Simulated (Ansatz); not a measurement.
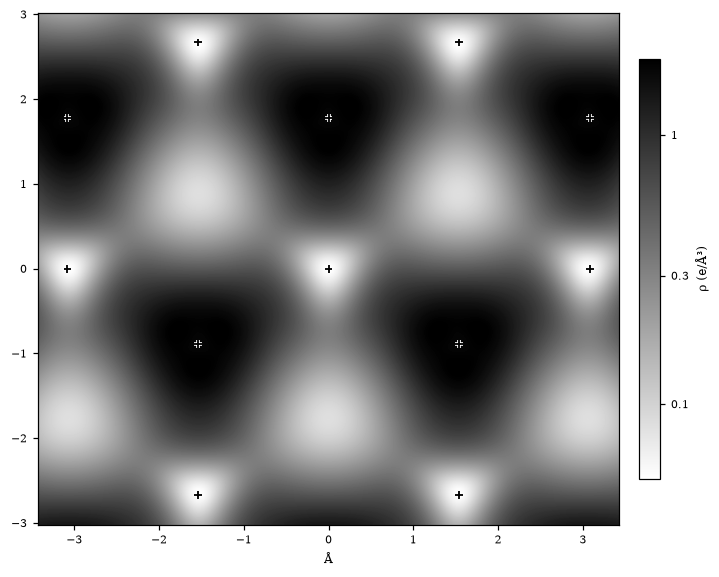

The valence pseudo-density on a plane through atoms (crosses mark nuclei in the plane).

All numbers below come from DFT PBE, scalar-relativistic, plane waves, PAW in Ansatz.

Candidates:
A. Si2C3, a = 3.08 Å, b = 3.08 Å, c = 9.43 Å, α = 90.00°, β = 90.00°, γ = 120.00°. Space group P-6m2; a structure generated by program, which may or may not match a known phase.
B. Ru2Rh, a = 2.73 Å, b = 2.73 Å, c = 12.97 Å, α = 90.00°, β = 90.00°, γ = 120.00°. Space group P6₃/mmc; a structure generated by program, which may or may not match a known phase; computed without spin polarisation.
C. Ga2P3, a = 5.23 Å, b = 5.23 Å, c = 26.44 Å, α = 90.00°, β = 90.00°, γ = 120.00°. Space group R-3c; a structure generated by program, which may or may not match a known phase.

Which system is this?

Answer. Candidate A: Si2C3 on the (001) plane of the conventional cell, which holds Si and C. Si–C (1.78 Å): ρ at the midpoint is about 1 e/Å³.
